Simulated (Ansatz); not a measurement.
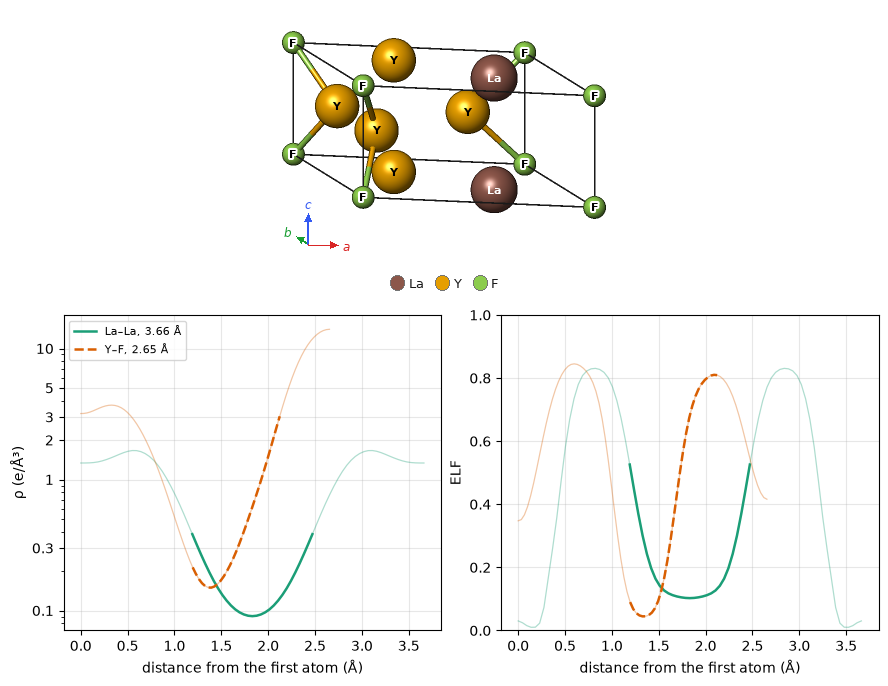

LaY$_{4}$F. Valence electron density and electron localisation function along straight lines between neighbouring atoms. Thin, pale parts lie inside the atomic spheres. The structure is drawn too.

Space group P-6m2; a structure generated by program, which may or may not match a known phase.

Method: DFT PBE, scalar-relativistic, plane waves, PAW (Ansatz 0.2.0).

In a PAW calculation such maps are meaningful between the atoms, not at the nuclei.

```
La Y F
1.0
     7.64293    0.00000    0.00000
    -3.82146    6.61897    0.00000
     0.00000    0.00000    3.66190
La Y F
1 4 1
Direct
  0.66667 0.33333 0.00000
  0.33333 0.66667 0.00000
  0.70979 0.85489 0.50000
  0.14511 0.85489 0.50000
  0.14511 0.29021 0.50000
  0.00000 0.00000 0.00000
```

> Compare the contacts.

La–La (3.66 Å): the density is about 0.09 e/Å³ at the midpoint; the ELF is about 0.10 at the midpoint: no localised pair shows between them.
Y–F (2.65 Å): ρ at the midpoint is about 0.15 e/Å³; the ELF is about 0.05 at the midpoint; no shared electron pair shows on this line.
